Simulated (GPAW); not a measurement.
# Surface energy and work function of Ca(110) from slabs of 4 to 14 layers (RPBE)

How do energy and work function of Ca(110) films settle with thickness, and what surface energy follows?

How it was computed: GPAW 26.7.0, plane waves at 450 eV with PAW setups; symmetric 1×1 slabs cut at the tabulated lattice constant (two decimals; low-temperature values for the alkali metals), atoms at bulk places, 7.5 Å of vacuum on each side, one in-plane mesh for all thicknesses, Fermi-Dirac smearing of 0.1 eV. Energies are extrapolated to zero smearing and count from the program's reference atoms. Functional RPBE. The cell's area is 22.017 Å².

The runs, one held back:

| layers | energy (eV) | work function (eV) |
| --- | --- | --- |
| 4 | −6.0388 | 2.69 |
| 5 | −7.8799 | 2.75 |
| 6 | −9.7134 | 2.75 |
| 7 | −11.5614 | 2.73 |
| 8 | −13.4089 | 2.74 |
| 9 | −15.2492 | 2.74 |
| 10 | −17.0966 | 2.74 |
| 11 | −18.9437 | 2.74 |
| 12 | −20.7870 | 2.74 |
| 14 | ? | ? |

Q: What surface energy do these runs give, and what energy and work function should the 14-layer slab have?

Worked answer. A slab of n layers has E(n) = nε + 2Aγ once its middle is bulk-like. A line through n = 6 to 12 has the slope ε = −1.8455 eV a layer and the intercept 2Aγ = 1.3578 eV (r.m.s. residual 1.7 meV). So γ = 1.3578 / (2 × 22.017 Å²) = 0.0308 eV/Å² = 0.49 J/m², with a standard error of under 0.01 J/m² from the scatter about the line. For 14 layers: 1.3578 + 14 × (−1.8455) = −24.479 eV; the run gives −24.479 eV, 0.3 meV over the line. The work function has no such law: from 6 to 12 layers it moves between 2.73 and 2.75 eV (mean 2.74), and the 14-layer slab gives 2.74 eV. The thinnest slab, 4 layers, lies −0.05 eV from that mean.

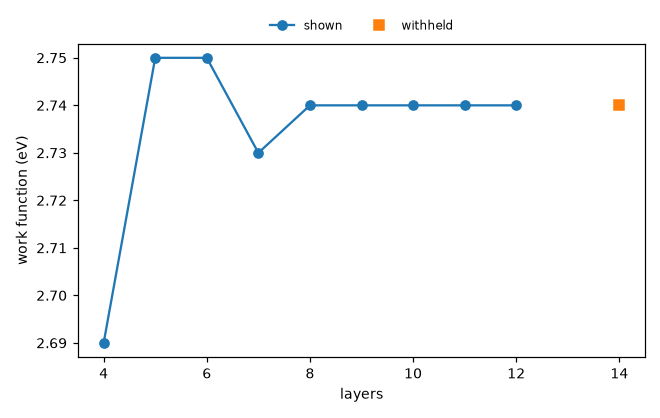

Work function against thickness.

Caveats: The surfaces are unrelaxed, so γ is an upper bound for this functional and lattice constant. The tabulated lattice constant isn't the functional's own, which strains the slab a little.
